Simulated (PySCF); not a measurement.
**C7H8O2Si: density, localisation and related maps**

```xyz
18

C     3.1128    0.7984   -0.4622
C     2.1148   -0.0355   -0.6840
C     1.2318   -0.6026    0.3818
C    -0.2131   -0.2830    0.1785
C    -0.7032    0.7867   -0.4741
C    -2.1646    0.9312   -0.5555
O    -2.7280    1.7246   -1.2776
Si   -2.9515   -0.3657    0.6383
C    -1.2279   -1.2243    0.7278
O    -0.9577   -2.3443    1.0999
H     3.7281    1.1738   -1.2616
H     3.3623    1.1373    0.5303
H     1.8822   -0.3599   -1.6898
H     1.5377   -0.2257    1.3632
H     1.3230   -1.6948    0.4130
H    -0.0725    1.5361   -0.9317
H    -3.2763    0.2440    1.9235
H    -4.0067   -1.1902    0.0686
```

Geometry: GFN2-xTB.

These are results of PySCF 2.14.0, PBE0/pcSseg-1, SCF density, gas phase, non-relativistic, not measurements.

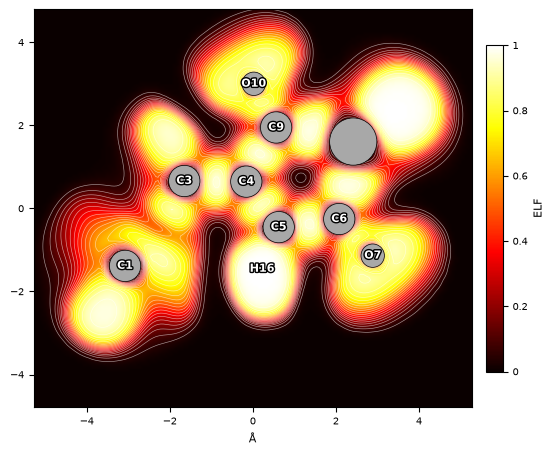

Figure 1. Electron localisation function on the plane of atoms C5, C4 and C9. Grey discs cover the atomic cores.

Question: What do the fields say about this system?

Answer: The section cuts through C, O and H sites. C–O (1.21 Å): the ELF peaks at about 0.85 between the atoms: a multiple bond. C–C (1.35 Å): the ELF peaks at about 0.95 between the atoms: localised, covalent bonding. C–H (1.08 Å): the ELF climbs to about 1 towards the hydrogen, as it does in any bond to H (an ordinary covalent bond to hydrogen). C–C (1.47 Å): the ELF peaks at about 0.95 between the atoms, as expected for localised, covalent bonding. The ELF also peaks beside O7 and O10, away from the bonds: lone-pair regions.

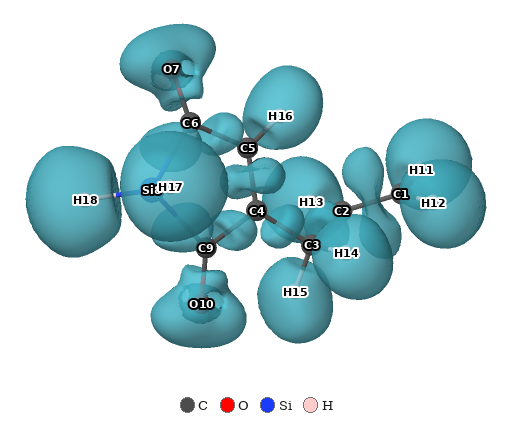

Figure 2. Isosurface of the electron localisation function at 0.75 (cyan), seen at a tilt. Core shells and regions of very low density are left out.

Question: What do the ELF domains correspond to?

Answer: The surface consists of six regions between bonded C–C atoms (shared pairs), two regions between bonded C–Si atoms (shared pairs), eight regions around hydrogen nuclei and two regions on O in which the atom's valence shell and bonds are merged. Profiles from the grid: C–C (1.32 Å): the ELF peaks at about 0.90 between the atoms: a multiple bond.

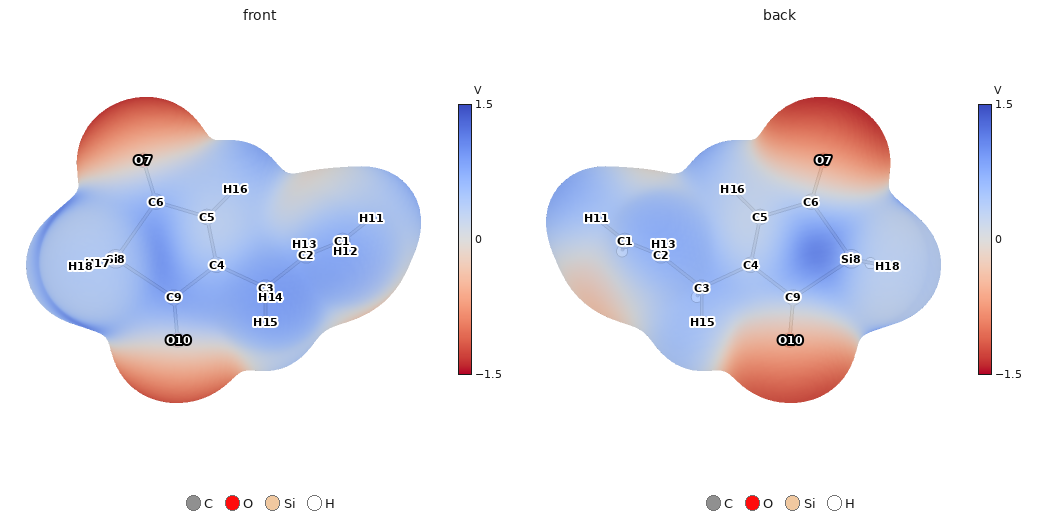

Figure 3. The molecular electrostatic potential painted on the density surface at 0.001 e/bohr³, seen from the front and from behind; red is negative and blue positive.

Question: Which sites attract a positive test charge, and which a negative one?

Answer: A positive charge is drawn to the negative regions and a negative charge to the positive ones. The most negative region (about −1.4 V) lies over O7, the most positive (about +1.0 V) over Si8. O7 is the likeliest acceptor of a hydrogen bond.
